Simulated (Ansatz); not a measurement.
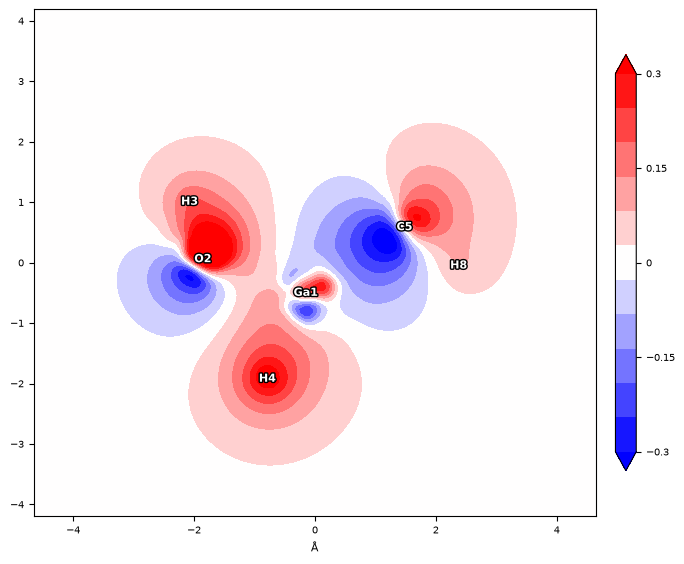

*CH5GaO. One frontier orbital on the plane of atoms Ga1, C5 and H8 (values in Å⁻³ᐟ²; the overall sign is arbitrary).*

Not at a stationary point (largest force 1.5 eV/Å).

Computed with Ansatz, RKS PBE/def2-mTZVP.

```xyz
8

Ga    0.2614   -0.0251   -0.1713
O     0.7467   -0.1109    1.5528
H     0.0800   -0.1538    2.2667
H     1.7937    0.0265   -0.4388
C    -1.5538   -0.0079   -0.9231
H    -2.0746   -0.9496   -0.7013
H    -2.1407    0.8080   -0.4768
H    -1.5290    0.1314   -2.0105
```

**Which orbital is it: HOMO or LUMO?**

The HOMO, at −6.79 eV. It lies mainly on O2 (about 60 %), Ga1 (about 15 %), C5 (about 10 %) and H4 (about 5 %).
